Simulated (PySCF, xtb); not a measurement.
Dissociation curve of F2, singlet.

- UKS-B3LYP/6-31G* = PySCF with unrestricted B3LYP/6-31G*, spherical d
- RHF/LANL2DZ = restricted Hartree-Fock/LANL2DZ (PySCF)
- UCCSD = CCSD on UHF/cc-pVTZ, 2 core orbitals frozen in PySCF 2.14.0
- GFN1-xTB (xtb)

Energies are in mEh, each relative to the lowest point of its own curve near equilibrium.

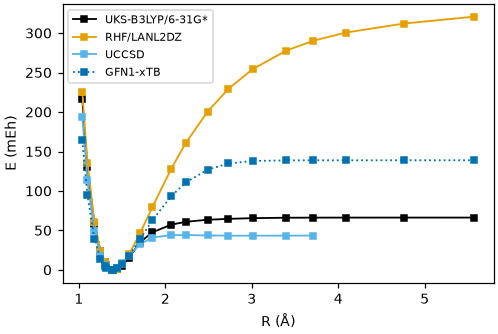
*Energy against bond length for each method.*

| R / Å | UKS-B3LYP/6-31G* | RHF/LANL2DZ | UCCSD | GFN1-xTB |
|---|---|---|---|---|
| 1.04 | 216.7 | 225.7 | 194.1 | 164.0 |
| 1.10 | 129.9 | 135.5 | 114.0 | 94.7 |
| 1.18 | 58.6 | 60.8 | 48.9 | 39.6 |
| 1.25 | 23.9 | 24.4 | 18.1 | 14.2 |
| 1.30 | 9.9 | 9.7 | 6.2 | 4.8 |
| 1.32 | 6.2 | 6.0 | 3.2 | 2.6 |
| 1.38 | 0.5 | 0.3 | 0.0 | 0.0 |
| 1.40 | 0.0 | 0.0 | 0.3 | 0.3 |
| 1.44 | 0.8 | 1.3 | 2.4 | 2.1 |
| 1.50 | 5.3 | 7.0 | 8.2 | 7.5 |
| 1.58 | 15.6 | 19.6 | 18.1 | 18.1 |
| 1.71 | 35.2 | 46.7 | 32.7 | 39.3 |
| 1.85 | 47.6 | 79.3 | 41.0 | 62.8 |
| 2.07 | 57.3 | 128.4 | 44.1 | 93.7 |
| 2.24 | 61.0 | 161.3 | 44.1 | 110.9 |
| 2.49 | 63.5 | 200.6 | 43.7 | 127.0 |
| 2.73 | 64.7 | 229.4 | 43.4 | 134.8 |
| 3.01 | 65.6 | 254.3 | 43.3 | 138.0 |
| 3.40 | 66.1 | 277.9 | 43.4 | 138.8 |
| 3.71 | 66.2 | 290.3 | 43.5 | 138.8 |
| 4.09 | 66.2 | 300.7 | — | 138.9 |
| 4.76 | 66.3 | 312.1 | — | 138.9 |
| 5.57 | 66.3 | 320.8 | — | 138.9 |

At the longest distance, 5.57 Å, RHF/LANL2DZ lies highest above its minimum (320.8 mEh) and UKS-B3LYP/6-31G* lowest (66.3 mEh).

A dash means that the run gave no value there, or that the column was ended at a point which the program doubted or which failed a test of continuity chosen for this set; such a test can also cut sound points.

The unrestricted determinant behind UKS-B3LYP/6-31G* is spin-contaminated at 1.71 to 5.57 Å (<S²> up to 1.0, against 0.00 for a pure singlet). The restricted form behind RHF/LANL2DZ keeps the bonding electrons paired and can't separate into open-shell fragments. The unrestricted determinant behind UCCSD is spin-contaminated at 1.38 to 5.57 Å (<S²> up to 1.0, against 0.00 for a pure singlet).
